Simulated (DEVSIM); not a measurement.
System: In0.52Al0.48As/In0.53Ga0.47As p-n heterojunction, at 500 K.

```
layer (left to right)        material  thickness (μm)  Nd (cm⁻³)  Na (cm⁻³)  τn (s)  τp (s)
---------------------  --------------  --------------  ---------  ---------  ------  ------
1                      In0.52Al0.48As            1.50          -       1e18  4.8e-9  4.8e-9
2                      In0.53Ga0.47As           0.380       1e17          -  4.8e-9  4.8e-9
```

Left contact: ohmic. Right contact: ohmic. Voltage is applied to the left contact. Recombination: SRH at mid-gap, Auger. Mobility is μmin + (μ − μmin)/(1 + (N/Nref)^α).

This is a model device: material constants are rounded textbook-type values typed into the input, and sizes, dopings and lifetimes were drawn at random. Values at 300 K; Nc and Nv go as T^1.5, mobilities as T to minus their exponent, the gap by Varshni's rule with the affinity fixed.

```tsv
parameter	In0.52Al0.48As	In0.53Ga0.47As
gap (eV)	1.45	0.74
affinity (eV)	4	4.51
permittivity	12.5	13.9
Nc (cm⁻³)	5.1e17	2.1e17
Nv (cm⁻³)	1.1e19	7.7e18
μn (cm²/Vs)	4000	12000
μp (cm²/Vs)	75	300
μn,min	800	300
μp,min	10	10
Nref,n	3e16	1.3e17
Nref,p	1e17	4.9e17
αn	1.1	0.48
αp	0.6	0.4
T exponent of μn	1.5	1.6
T exponent of μp	1.5	1.6
Cn (cm⁶/s)	1e-30	5e-29
Cp (cm⁶/s)	1e-30	5e-29
Varshni α (eV/K)	0.00042	0.00035
Varshni β (K)	180	190
```

DEVSIM, 1D drift-diffusion, Boltzmann statistics, complete ionisation; no tunnelling, impact ionisation, image-force lowering or self-heating. Band offsets follow the typed affinities; no thermionic-emission limit at abrupt steps, no polarisation charge.

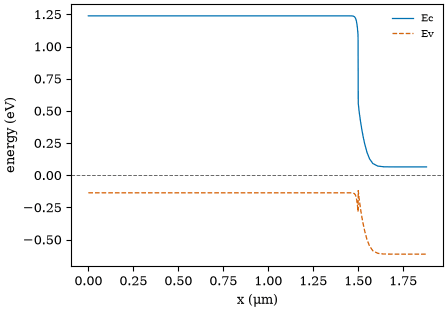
Fig. 1. Band edges at zero bias

Energies count from the Fermi level of the right contact; mesh points crowd at the junctions.

```csv
x (μm),Ec (eV),Ev (eV),n (cm⁻³),p (cm⁻³),field (V/cm)
0.000,1.238,-0.136,360000,1.0e18,≈ 0
0.005610,1.238,-0.136,360000,1.0e18,≈ 0
0.01773,1.238,-0.136,360000,1.0e18,≈ 0
0.04393,1.238,-0.136,360000,1.0e18,≈ 0
0.1296,1.238,-0.136,360000,1.0e18,≈ 0
0.2856,1.238,-0.136,360000,1.0e18,≈ 0
0.6228,1.238,-0.136,360000,1.0e18,≈ 0
1.169,1.238,-0.136,360000,1.0e18,≈ 0
1.350,1.238,-0.136,360000,1.0e18,≈ 0
1.433,1.238,-0.136,360000,1.0e18,≈ 0
1.472,1.236,-0.138,380000,9.6e17,-2900
1.493,1.177,-0.198,1500000,2.4e17,-91000
1.499,1.092,-0.282,1.1e7,3.4e16,-170000
1.504,0.513,-0.164,3.0e12,3.6e17,-120000
1.520,0.357,-0.321,1.1e14,9.7e15,-81000
1.549,0.180,-0.498,6.9e15,1.6e14,-44000
1.609,0.071,-0.606,8.6e16,1.3e13,-3400
1.725,0.065,-0.612,1.0e17,1.1e13,≈ 0
1.826,0.065,-0.613,1.0e17,1.1e13,≈ 0
1.857,0.065,-0.613,1.0e17,1.1e13,≈ 0
1.872,0.065,-0.613,1.0e17,1.1e13,≈ 0
1.880,0.065,-0.613,1.0e17,1.1e13,≈ 0
```
